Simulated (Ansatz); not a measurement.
# Which site? a vacancy of Ge in amorphous Ge (83 atoms), part 2 of 4

Aim: make a vacancy of Ge at several sites of amorphous Ge (83 atoms), relax each, and compare their energies.

Ansatz 0.2.0; Kohn-Sham DFT, PBE, PAW (set soft_1), plane waves.

The cell: 83 Ge. The quench rate of 20 K/ps is orders of magnitude faster than experiment. The network of bonds at the start is that of the classical potential that made the cell. Only the Γ point is sampled, in a cell whose shortest periodic width is 12 Å.

So far. Step 2 (Single point at the start): The r.m.s. force at the start is 0.48 eV/Å. Step 3 (Relaxation): The relaxation converged after 33 steps, 5.02 eV below its start, with a largest force component of 0.035 eV/Å.

### Step 4. Single point at the relaxed geometry

One more single point at the end of the walk gives the fuller output and checks the residual forces.

The input, input.yaml:

```yaml
crystal:
  lattice:
    - [12.3432, 0.0, 0.0]
    - [0.0, 12.3432, 0.0]
    - [0.0, 0.0, 12.3432]
  atoms:
    - { symbol: Ge, position: [0.49464, 0.86459, 0.87736] }
    - { symbol: Ge, position: [0.59494, 0.51635, 0.94972] }
    - { symbol: Ge, position: [0.46653, 0.91093, 0.6776] }
    - { symbol: Ge, position: [0.91361, 0.86677, 0.0958] }
    - { symbol: Ge, position: [0.57657, 0.36792, 0.61403] }
    - { symbol: Ge, position: [0.71916, 0.8777, 0.73734] }
    [... 71 atom lines left out ...]
    - { symbol: Ge, position: [0.40909, 0.17901, 0.76612] }
    - { symbol: Ge, position: [0.13496, 0.58816, 0.60971] }
    - { symbol: Ge, position: [0.6661, 0.38404, 0.81274] }
    - { symbol: Ge, position: [0.11574, 0.11204, 0.18651] }
    - { symbol: Ge, position: [0.7992, 0.82144, 0.92658] }
    - { symbol: Ge, position: [0.89546, 0.85583, 0.59586] }
kpoints:
  mp_grid: { grid: [1, 1, 1] }
hamiltonian:
  xc: pbe
  pseudopotentials: { kind: paw, azcp: { folder: soft_1 } }
scf:
  occupations: { method: fermi_dirac, width: 0.05 }
output:
  forces: true
  stress: true
  populations: true
  dos:
    method: { smearing: { sigma: 0.08 } }
    de: 0.1
    projected: { site_lists: { Ge: [Ge] } }
  eigenvalues: true
  write_density: true
  write_potential: true
  volumetric_format: npy
```

The run is started by

```bash
$ ansatz run input.yaml --threads 8 --pin off --max-ram 15872MiB --backend cpu --events-out ev --progress --plain --runs-dir out
```

Numbers of over 12 decimals in the logs are rounded to 6 here.

Log:

```text
[...]
Crystal: 83 atoms, lattice volume = 1880.543 Å³
Basis set: ecut = 420 eV, 36785 PW (Γ), exchange–correlation on 180×180×180 points (8 copies of the dense FFT grid, shifted against one another)
Bands: 698, of which v1, the nominal top of the filled ones, is band 581 counted from 1 (580 counted from 0)
Symmetry: 1 space group operations
[...]
k-points: 1
[...]
SCF iter   1: F=—  HF=-356468.119780 eV  |F-HF|=—  |Δ(HF+E_count)|=         —  Δρ=2.87e-2  dr2=1.51e1  ethr=3.10e-3  ⟨swp⟩=6.0  Hψ=2492  notcnv=0
[...]
SCF iter  10: F=-356466.484709 eV  HF=-356466.484709 eV  |F-HF|=3.09e-9  |Δ(HF+E_count)|=   1.54e-7  Δρ=9.64e-7  dr2=3.42e-8  ethr=8.61e-12  ⟨swp⟩=13.0  Hψ=5779  notcnv=0
SCF 1 converged in 10 iterations: F = -356466.484709 eV  dr2 = 3.42e-8
[...]
SCF converged after 10 iterations
Free energy (F): -356466.484709 eV
[...]
Internal energy: -356466.411928 eV  (E = F + TS)
E sigma→0 (E₀):  -356466.448318 eV
Entropy (-TS):   -0.072780 eV (-0.877 meV/atom)
Fermi energy:    8.235718 eV
[...]
--- Forces (eV/Å), atoms counted from 1 ---
  atom   1  Ge     0.00344740    -0.00201253    -0.00308155
  atom   2  Ge     0.00481860    -0.00106404    -0.00139339
  atom   3  Ge     0.00752793    -0.00679096     0.00350950
  atom   4  Ge    -0.00507543     0.00433241    -0.01075174
  atom   5  Ge     0.00437533     0.01272780    -0.00154947
  atom   6  Ge     0.01148069     0.01904055     0.02349968
  atom   7  Ge    -0.00060415    -0.00342163     0.00375471
  atom   8  Ge     0.01006228     0.00313138     0.00868559
  atom   9  Ge     0.00905552     0.00444558    -0.00782654
  atom  10  Ge     0.01833909     0.00593639     0.01263147
  atom  11  Ge    -0.00828027     0.00524098     0.02102492
  atom  12  Ge    -0.00336542     0.00367345    -0.01709531
  atom  13  Ge     0.00613260     0.00418263    -0.00109067
  atom  14  Ge    -0.02663859     0.00951871     0.00511993
[...]
atom  82  Ge    -0.01142490    -0.00998248    -0.01661376
  atom  83  Ge     0.00257211    -0.00357568    -0.01202044
  max |Σ_I F_I| component: 3.14e-5 eV/Å
--- Stress (GPa, compression-positive) ---
        1.807920      -0.463611       0.334564
       -0.463611       2.014267      -0.537515
        0.334564      -0.537515       1.722250
  P = ⅓ Tr σ = 1.8481 GPa (18.481 kbar)
--- Band table (eV) ---
[...]
--- Löwdin populations: 83 sites ---
  site symbol       q [e]
     0     Ge     13.9624
     1     Ge     13.9501
     2     Ge     13.9707
[...]
82     Ge     14.0048
  spilling = 0.002266 (of n_electrons = 1162.000000)
```

Run time: 39 s. Hardware: 8 threads of Arm Neoverse V2, shared host; peak memory 3.3 GiB.

The run gave:

- free energy: -356466.4847 eV
- free energy per atom: -4294.7769 eV/atom
- SCF cycles: 10
- pressure: 1.848 GPa
- r.m.s. force component: 0.0098 eV/Å
- longest force: 0.04006 eV/Å
- Fermi energy: 8.236 eV
- spacing of highest filled and lowest empty level: 0.2606 eV
- levels partly filled by over 2 per cent: 3
- spilling of the projection: 0.002266

The mean of these charges, 0.032 e, is only the charge that the projection spills.

Löwdin charges by element and coordination (they lack the spilled electrons, 0.032 e an atom on average):

| element | coordination | atoms | mean charge (e) | spread | least | most |
| --- | --- | --- | --- | --- | --- | --- |
| Ge | all | 83 | 0.0317 | 0.029 | -0.044 | 0.105 |
| Ge | 4 | 51 | 0.0325 | 0.0221 | -0.0249 | 0.0914 |
| Ge | 5 | 29 | 0.0246 | 0.0336 | -0.044 | 0.0995 |
| Ge | 6 | 2 | 0.0778 | 0.0238 | 0.054 | 0.102 |
| Ge | 7 | 1 | 0.105 | 0 | 0.105 | 0.105 |

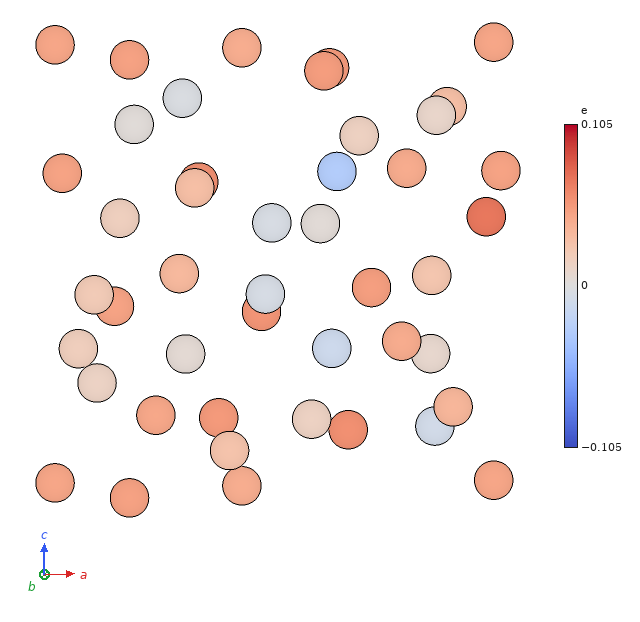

Atoms coloured by Löwdin charge. Drawn is a slice 6 Å thick, seen along the normal of the ac plane.

States in the cell by windows of 1 eV, zero at the Fermi level; the larger projections on atomic orbitals stand beside the total:

| from (eV) | to (eV) | total | Ge p | Ge s |
| --- | --- | --- | --- | --- |
| -10 | -9 | 18.4 | 4.9 | 13.4 |
| -9 | -8 | 29.7 | 8.6 | 20.9 |
| -8 | -7 | 23.6 | 8.3 | 15.1 |
| -7 | -6 | 19.6 | 8.3 | 11.2 |
| -6 | -5 | 17.7 | 8.2 | 9.4 |
| -5 | -4 | 16.1 | 10.5 | 5.5 |
| -4 | -3 | 33.5 | 29.4 | 3.8 |
| -3 | -2 | 47.1 | 43.0 | 3.7 |
| -2 | -1 | 49.2 | 45.0 | 3.5 |
| -1 | 0 | 31.9 | 28.1 | 3.2 |
| 0 | 1 | 22.3 | 16.8 | 4.5 |
| 1 | 2 | 37.0 | 27.2 | 7.4 |
| 2 | 3 | 45.5 | 33.5 | 7.4 |
| 3 | 4 | 43.5 | 32.7 | 5.0 |
| 4 | 5 | 47.2 | 34.4 | 4.3 |

The curve was stored every 0.100 eV, coarse against its broadening of 0.08 eV, so these counts are rough.

Between -25 and -10 eV lie 875 more states.

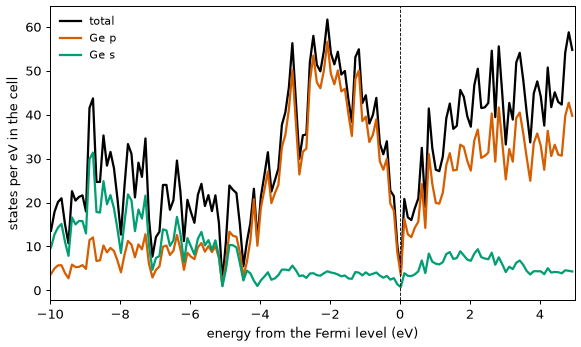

Total and projected density of states, with the broadening of the input.

The levels nearest the highest filled one (over half full), pooled over k-points and spins:

| level less the highest filled one (eV) | occupation |
| --- | --- |
| -0.368 | 2 |
| -0.292 | 2 |
| -0.236 | 2.00 |
| -0.198 | 2.00 |
| -0.079 | 1.97 |
| 0 | 1.85 |
| 0.261 | 0.13 |
| 0.311 | 0.049 |
| 0.472 | 0.002 |
| 0.563 | 0 |
| 0.714 | 0 |
| 0.725 | 0 |

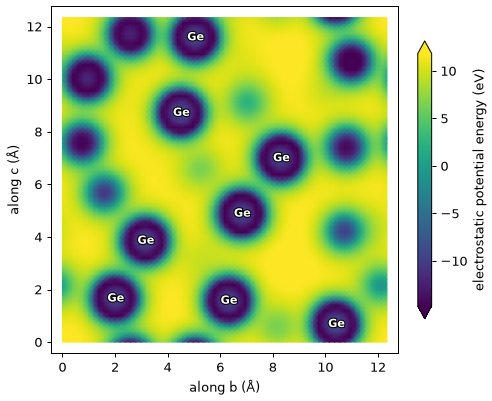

Electrostatic potential energy in the bc plane at fractional x = 0.632, with atoms of Ge within 0.2 Å of it. With pseudopotentials it is smooth inside the atoms' cores, unlike the true potential. The map starts off the cell's origin, so that atoms lie inside it.

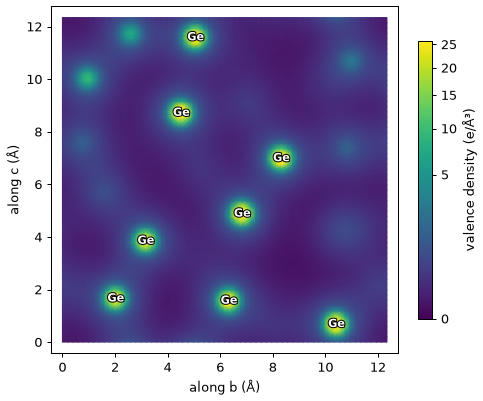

Valence density in the bc plane at fractional x = 0.632, with atoms of Ge within 0.2 Å of it. It is the smooth field of the valence electrons, not physical close to the nuclei. The map starts off the cell's origin, so that atoms lie inside it. The colour scale is stretched toward low values.

The highest filled and lowest empty levels lie 0.261 eV apart (at Γ alone), but 3 levels are partly filled, by over 2 %, under the smearing. Löwdin charges run from -0.04 to +0.10 e, about a mean that is the spilled charge alone. Within 0.4 eV of the Fermi level the largest share is Ge p (85 % of the projected weight).

### Step 5. Vacancy of Ge, site Ge43

The site has 4 bonded neighbours (Ge4) at 2.54 Å on average, by cutoffs that count no bonds between two metal atoms or like ions. The change is made in the relaxed cell and the atoms are relaxed again.

input.yaml, the sections that differ from step 4:

```yaml
crystal:
  lattice:
    - [12.3432, 0.0, 0.0]
    - [0.0, 12.3432, 0.0]
    - [0.0, 0.0, 12.3432]
  atoms:
    [... atom lines 1 to 39 left out ...]
    - { symbol: Ge, position: [0.1189, 0.53485, 0.41348] }
    - { symbol: Ge, position: [0.98344, 0.30048, 0.7384] }
    - { symbol: Ge, position: [0.64708, 0.46979, 0.13417] }
    - { symbol: Ge, position: [0.62181, 0.71579, 0.93897] }
    - { symbol: Ge, position: [0.8471, 0.64342, 0.2915] }
    - { symbol: Ge, position: [0.69787, 0.43635, 0.46124] }
    - { symbol: Ge, position: [0.06184, 0.2894, 0.26019] }
    [... atom lines 47 to 82 left out ...]
output:
  forces: true
  eigenvalues: true
relax:
  f_tol: 0.05
  max_steps: 90
# kpoints, hamiltonian, scf: as in step 4
```

Log:

```text
[...]
Crystal: 82 atoms, lattice volume = 1880.543 Å³
Basis set: ecut = 420 eV, 36785 PW (Γ), exchange–correlation on 180×180×180 points (8 copies of the dense FFT grid, shifted against one another)
Bands: 689, of which v1, the nominal top of the filled ones, is band 574 counted from 1 (573 counted from 0)
Symmetry: 1 space group operations
[...]
k-points: 1
[...]
SCF iter   1: F=—  HF=-352171.585711 eV  |F-HF|=—  |Δ(HF+E_count)|=         —  Δρ=2.86e-2  dr2=1.65e1  ethr=3.10e-3  ⟨swp⟩=6.0  Hψ=2458  notcnv=0
[...]
SCF iter   9: F=-352169.807804 eV  HF=-352169.807811 eV  |F-HF|=6.93e-6  |Δ(HF+E_count)|=   4.58e-6  Δρ=1.85e-5  dr2=1.59e-5  ethr=5.44e-9  ⟨swp⟩=9.0  Hψ=3031  notcnv=0
SCF 1 converged in 9 iterations: F = -352169.807804 eV  dr2 = 1.59e-5
[...]
relax step   1: F+E_penalty+E_count = -352169.80780408 eV  Δ(F+E_penalty+E_count) = +0.000e0 eV  max|allowed force component| = 6.977e-1 eV/Å  Δτ_max = 0.0000 Å  (9 SCF iters, dr2 threshold 6.25e-5 eV, accepted)
[...]
relax step   2: F+E_penalty+E_count = -352170.26807575 eV  Δ(F+E_penalty+E_count) = -4.603e-1 eV  max|allowed force component| = 4.704e-1 eV/Å  Δτ_max = 0.1989 Å  (7 SCF iters, dr2 threshold 3.04e-5 eV, accepted)
[...]
relax step   3: F+E_penalty+E_count = -352170.57455917 eV  Δ(F+E_penalty+E_count) = -3.065e-1 eV  max|allowed force component| = 5.049e-1 eV/Å  Δτ_max = 0.1907 Å  (6 SCF iters, dr2 threshold 1.38e-5 eV, accepted)
relax step   4: F+E_penalty+E_count = -352170.81308217 eV  Δ(F+E_penalty+E_count) = -2.385e-1 eV  max|allowed force component| = 2.631e-1 eV/Å  Δτ_max = 0.1955 Å  (5 SCF iters, dr2 threshold 1.00e-4 eV, accepted)
relax step   5: F+E_penalty+E_count = -352170.94229291 eV  Δ(F+E_penalty+E_count) = -1.292e-1 eV  max|allowed force component| = 4.375e-1 eV/Å  Δτ_max = 0.1946 Å  (6 SCF iters, dr2 threshold 1.88e-5 eV, accepted)
relax step   6: F+E_penalty+E_count = -352171.02259464 eV  Δ(F+E_penalty+E_count) = -8.030e-2 eV  max|allowed force component| = 1.629e-1 eV/Å  Δτ_max = 0.1042 Å  (5 SCF iters, dr2 threshold 5.20e-5 eV, accepted)
relax step   7: F+E_penalty+E_count = -352171.10152513 eV  Δ(F+E_penalty+E_count) = -7.893e-2 eV  max|allowed force component| = 1.110e-1 eV/Å  Δτ_max = 0.1948 Å  (6 SCF iters, dr2 threshold 3.68e-6 eV, accepted)
relax step   8: F+E_penalty+E_count = -352171.15777475 eV  Δ(F+E_penalty+E_count) = -5.625e-2 eV  max|allowed force component| = 2.628e-1 eV/Å  Δτ_max = 0.1943 Å  (8 SCF iters, accepted)
relax step   9: F+E_penalty+E_count = -352171.22889313 eV  Δ(F+E_penalty+E_count) = -7.112e-2 eV  max|allowed force component| = 1.708e-1 eV/Å  Δτ_max = 0.1605 Å  (5 SCF iters, dr2 threshold 3.21e-5 eV, accepted)
relax step  10: F+E_penalty+E_count = -352171.31496142 eV  Δ(F+E_penalty+E_count) = -8.607e-2 eV  max|allowed force component| = 1.166e-1 eV/Å  Δτ_max = 0.1952 Å  (6 SCF iters, dr2 threshold 1.23e-5 eV, accepted)
relax step  11: F+E_penalty+E_count = -352171.36133336 eV  Δ(F+E_penalty+E_count) = -4.637e-2 eV  max|allowed force component| = 1.292e-1 eV/Å  Δτ_max = 0.1761 Å  (6 SCF iters, dr2 threshold 5.74e-6 eV, accepted)
relax step  12: F+E_penalty+E_count = -352171.40826951 eV  Δ(F+E_penalty+E_count) = -4.694e-2 eV  max|allowed force component| = 7.866e-2 eV/Å  Δτ_max = 0.1118 Å  (6 SCF iters, dr2 threshold 7.79e-6 eV, accepted)
relax step  13: F+E_penalty+E_count = -352171.44743081 eV  Δ(F+E_penalty+E_count) = -3.916e-2 eV  max|allowed force component| = 1.558e-1 eV/Å  Δτ_max = 0.1656 Å  (9 SCF iters, accepted)
relax step  14: F+E_penalty+E_count = -352171.50038088 eV  Δ(F+E_penalty+E_count) = -5.295e-2 eV  max|allowed force component| = 1.854e-1 eV/Å  Δτ_max = 0.1898 Å  (6 SCF iters, dr2 threshold 9.00e-6 eV, accepted)
relax step  15: F+E_penalty+E_count = -352171.58049222 eV  Δ(F+E_penalty+E_count) = -8.011e-2 eV  max|allowed force component| = 9.966e-2 eV/Å  Δτ_max = 0.1194 Å  (6 SCF iters, dr2 threshold 3.44e-5 eV, accepted)
relax step  16: F+E_penalty+E_count = -352171.62721156 eV  Δ(F+E_penalty+E_count) = -4.672e-2 eV  max|allowed force component| = 1.265e-1 eV/Å  Δτ_max = 0.1640 Å  (7 SCF iters, dr2 threshold 2.87e-6 eV, accepted)
relax step  17: F+E_penalty+E_count = -352171.65291820 eV  Δ(F+E_penalty+E_count) = -2.571e-2 eV  max|allowed force component| = 1.150e-1 eV/Å  Δτ_max = 0.0817 Å  (6 SCF iters, dr2 threshold 4.63e-6 eV, accepted)
relax step  18: F+E_penalty+E_count = -352171.66879305 eV  Δ(F+E_penalty+E_count) = -1.587e-2 eV  max|allowed force component| = 6.071e-2 eV/Å  Δτ_max = 0.0647 Å  (5 SCF iters, dr2 threshold 1.09e-5 eV, accepted)
[...]
relax step  19: F+E_penalty+E_count = -352171.68412741 eV  Δ(F+E_penalty+E_count) = -1.533e-2 eV  max|allowed force component| = 4.109e-2 eV/Å  Δτ_max = 0.0343 Å  (7 SCF iters, accepted)
SCF converged after 7 iterations
Free energy (F): -352171.684127 eV
[...]
Internal energy: -352171.578565 eV  (E = F + TS)
E sigma→0 (E₀):  -352171.631346 eV
Entropy (-TS):   -0.105563 eV (-1.287 meV/atom)
Fermi energy:    8.101104 eV
[...]
--- Forces (eV/Å), atoms counted from 1 ---
  atom   1  Ge    -0.01859979     0.01104081    -0.00725137
  atom   2  Ge    -0.00931046    -0.01057153     0.01723603
  atom   3  Ge    -0.02411457    -0.01508830    -0.00901546
  atom   4  Ge     0.01064483    -0.00119459     0.00073366
  atom   5  Ge     0.01308254     0.01103491     0.01605827
  atom   6  Ge    -0.01880166    -0.00751272    -0.00566905
  atom   7  Ge    -0.00576702     0.01743319     0.00172816
  atom   8  Ge    -0.00237232    -0.00490231    -0.00004363
  atom   9  Ge     0.01529264    -0.01478380     0.01036775
  atom  10  Ge    -0.00732024     0.00700061    -0.00654515
  atom  11  Ge    -0.00912442    -0.01063835     0.00785799
  atom  12  Ge    -0.00522107     0.00982059     0.01777717
  atom  13  Ge     0.00424008     0.00102144     0.00028285
  atom  14  Ge     0.01139690    -0.01224627    -0.00515550
[...]
atom  81  Ge    -0.00008254    -0.00186204     0.01188762
  atom  82  Ge     0.01105970    -0.01026356    -0.00159756
  max |Σ_I F_I| component: 1.41e-5 eV/Å
--- Band table (eV) ---
[...]
--- Relaxed structure (19 steps of the walk, 19 accepted, 0 SCFs on fresh bases) ---
  F+E_penalty+E_count = -352171.68412741 eV   max|allowed force component| = 4.109e-2 eV/Å
  atoms:
    - { symbol: Ge, position: [0.466687, 0.872378, 0.890800] }
    - { symbol: Ge, position: [0.587961, 0.527470, 0.936360] }
    - { symbol: Ge, position: [0.441109, 0.894153, 0.686859] }
    - { symbol: Ge, position: [0.880370, 0.870494, 0.090211] }
[...]
- { symbol: Ge, position: [0.892109, 0.839650, 0.603115] }
```

Elapsed: 7.7 min, on 8 threads; peak memory 3.3 GiB; 59 min of CPU time.

The relaxation converged after 19 steps, 1.88 eV below its start, with a largest force component of 0.041 eV/Å.

The surroundings of the place of the removed atom, after relaxation: 10 atoms, nearest first, with positions taken from that point. Atoms keep their numbers of the cell before the removal, where the removed atom was number 43.

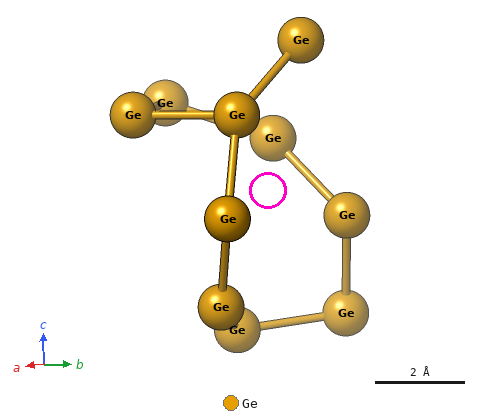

The atoms of the table, within 3.7 Å (arrows a, b, c point along x, y, z); some may hide others. A ring marks the centre wherever it is empty.

| atom | x | y | z | distance (Å) | bonds |
| --- | --- | --- | --- | --- | --- |
| Ge51 | -1.37 | -0.64 | 1.10 | 1.87 | 4 |
| Ge74 | -1.19 | 1.36 | -0.63 | 1.91 | 4 |
| Ge37 | 1.86 | 0.34 | 1.84 | 2.64 | 4 |
| Ge4 | 2.91 | 0.64 | -0.46 | 3.01 | 4 |
| Ge82 | 1.73 | -0.29 | -2.55 | 3.09 | 4 |
| Ge44 | -0.53 | -1.21 | -3.21 | 3.47 | 4 |
| Ge31 | -0.40 | -2.89 | 1.95 | 3.51 | 4 |
| Ge38 | -0.08 | 0.92 | 3.42 | 3.55 | 4 |
| Ge45 | 2.13 | -2.24 | 1.84 | 3.60 | 5 |
| Ge1 | -2.20 | 0.66 | -2.92 | 3.72 | 4 |

The column of bonds counts only the pairs Ge-Ge within 2.93 Å; other neighbours, such as metal atoms beside each other in a compound, aren't counted, and periodic images can show an atom twice.

The largest move is 1.07 Å, by Ge6.

(Part 2 of 4 ends here.)

[Logs are printed without paths, hosts, clocks, repeated set-up lines and the standing remarks that a program may print on its own settings, such as how far it seeks lower states.]

[Hosts, paths, dates, database ids (printed as entryN), source tags and the programs' standing remarks are cut or masked in the printed files.]
